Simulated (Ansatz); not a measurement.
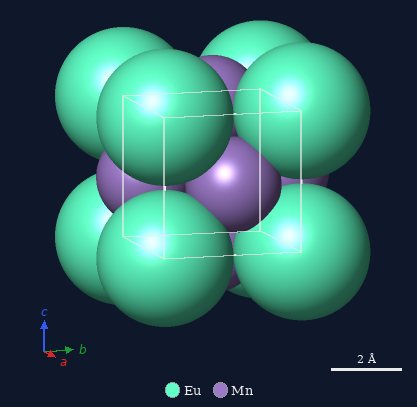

Crystal structure, space-filling style, seen slightly off an axis. The lines enclose the conventional unit cell; boundary atoms appear with their images.

EuMn₃, Cu₃Au (L1₂) type, space group Pm-3m (No. 221), a = 4.126 Å, b = 4.126 Å, c = 4.126 Å, α = 90.00°, β = 90.00°, γ = 90.00°. Origin of the cell: a structure type filled with these elements by a generator (whether the compound takes this form wasn't checked). The cell was then strained or its atoms displaced on purpose. It was run through Ansatz as a DFT input.

This one geometry was computed with Ansatz (DFT, plane waves, PAW) at five levels of theory: PBE, PBEsol, PBE with spin-orbit coupling, r2SCAN and LDA.

Question: Which level gives the highest pressure at this volume, and what does that say about its equilibrium volume?

Answer: Highest: r2SCAN (3.3 GPa), which points to the largest equilibrium volume. Lowest, with the smallest volume: LDA (-9.9 GPa). Levels within 0.5 GPa of each other can't be told apart.

Question: How does the band gap change with the level of theory?

Answer: All levels give a metal.

Question: Collect the results in a table.

Answer:
| level | cutoff (eV) | k-mesh of the run's cell | gap (eV) | pressure (GPa) | absolute moment (μB/atom) |
| --- | --- | --- | --- | --- | --- |
| PBE | 420 | 8×8×8 | metal | 0.0 | 4.32 |
| PBEsol | 420 | 8×8×8 | metal | -5.1 | 4.30 |
| PBE with spin-orbit coupling | 420 | 8×8×8 | metal | -0.3 | 4.30 |
| r2SCAN | 500 | 8×8×8 | metal | 3.3 | 4.62 |
| LDA | 420 | 8×8×8 | metal | -9.9 | 4.23 |

Gaps are taken on the k-mesh or band path of each run.
